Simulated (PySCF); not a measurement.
CH$_{3}$Cl$_{3}$Si, SMILES `C[Si](Cl)(Cl)Cl`.

Method: HF/cc-pVTZ; geometry: GFN2-xTB; program: PySCF. No frequency check shows the geometry to be a minimum. A basis without diffuse functions makes polarisabilities too small. GFN2-xTB bond lengths at metals and heavier atoms can be off by up to 0.1 Å and shapes distorted, which carries into these values.

Input

```python
import numpy as np
from pyscf import gto, scf, dft
from pyscf.scf import atom_ks, atom_hf
from scipy.linalg import block_diag

def solve(mol, dm0=None, hcore=None):
    mf = scf.UHF(mol) if mol.spin else scf.RHF(mol)
    mf = mf.density_fit(auxbasis='def2-universal-jkfit')
    mf.conv_tol, mf.max_cycle = 1e-8, 80
    if hcore is not None:
        mf.get_hcore = lambda *args: hcore
    mf.kernel(dm0)
    if not mf.converged:
        mf = mf.newton().run(mf.mo_coeff, mf.mo_occ, max_cycle=30)
    assert mf.converged, 'SCF not converged'
    return mf

mol = gto.M(atom='''
C     -0.00130     0.00002    -2.12999
Si     0.00004     0.00017    -0.23046
Cl     0.57182    -1.81234     0.46211
Cl     1.28385     1.40115     0.46200
Cl    -1.85513     0.41104     0.46283
H     -0.32087     0.96057    -2.52375
H      0.99134    -0.20293    -2.52414
H     -0.67238    -0.75758    -2.52370
''', basis='cc-pvtz', charge=0, spin=0, verbose=4)
field = np.array([0.0, 0.004, 0.0])  # atomic units
mol.set_common_orig(mol.atom_charges() @ mol.atom_coords() / mol.atom_charges().sum())
mf = solve(mol)
out = dict(dm0=mf.make_rdm1(), d0=mf.dip_moment(unit='AU'), e0=mf.e_tot)
for name, sign in (('p', 1), ('m', -1)):
    h = mf.get_hcore() + sign * np.einsum('x,xij->ij', field, mol.intor('int1e_r'))
    mi = solve(mol, mf.make_rdm1(), h)
    out.update({'dm' + name: mi.make_rdm1(), 'd' + name: mi.dip_moment(unit='AU'), 'e' + name: mi.e_tot})
# spherically averaged free atoms, for the promolecule
atm = scf.atom_hf.get_atm_nrhf(mol)
pro = block_diag(*[(atm[a[0]][2] * atm[a[0]][3]) @ atm[a[0]][2].T for a in mol._atom])
np.savez('result.npz', pro=pro, **out)
```

Launched as:

```sh
OMP_NUM_THREADS=1 python input.py
```

The run took 4.5 s on 1 thread of AMD EPYC 9R45 96-Core Processor (Zen 5), on a shared host, peak memory 0.54 GiB.

Partitions, critical points and surface values were worked out afterwards from this run's density.

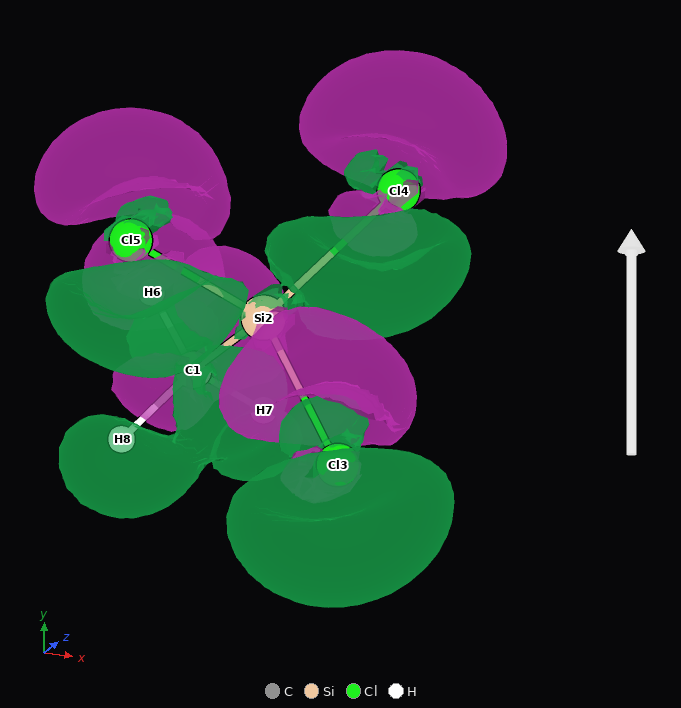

Change of the electron density in a uniform field of 0.21 V/Å along +y (arrow), surfaces at ±0.0015 e/Å³ (green: gain, purple: loss).

How large is the response?

The induced dipole is 0.66 D (along the field); α along this axis, from the fields in both directions, is 65 bohr³ (9.7 Å³).

Which atoms gain and lose the most charge?

Electrons gather most on Cl3 (Hirshfeld charge changes by −0.017 e) and leave Cl4 most (+0.013 e); 0.064 electrons are displaced in all.
